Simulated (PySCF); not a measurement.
Vertical excitations of a molecule C₅H₇F from PySCF 2.14.0 with TDA-ωB97X/def2-SVPD, as energy in eV (oscillator strength): 7.10 (0.010), 7.37 (0.433), 7.61 (0.000), 8.06 (0.003), 8.24 (0.002), 8.48 (0.001), 8.78 (0.001), 9.34 (0.030), 9.39 (0.045), 9.50 (0.001). Lowest triplet (TDA): 4.23 eV. Geometry: B3LYP-D3(BJ)/def2-SVP. The geometry has at least one imaginary mode, so it is a saddle point at that level. Other conformers were not sampled.

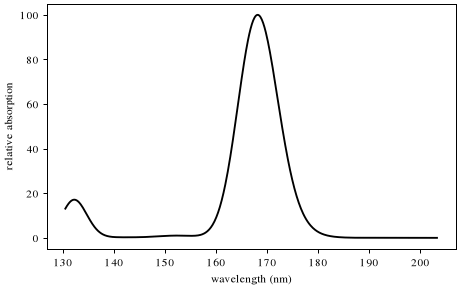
Figure: The lines broadened by 0.4 eV.

**Question.** Which molecule gave these data?
(A) C=C/C(C)=C\F
(B) FC=C1CCC1
(C) C=C(C)/C=C\F
(D) C=CCC(=C)F

**Answer.** B, FC=C1CCC1
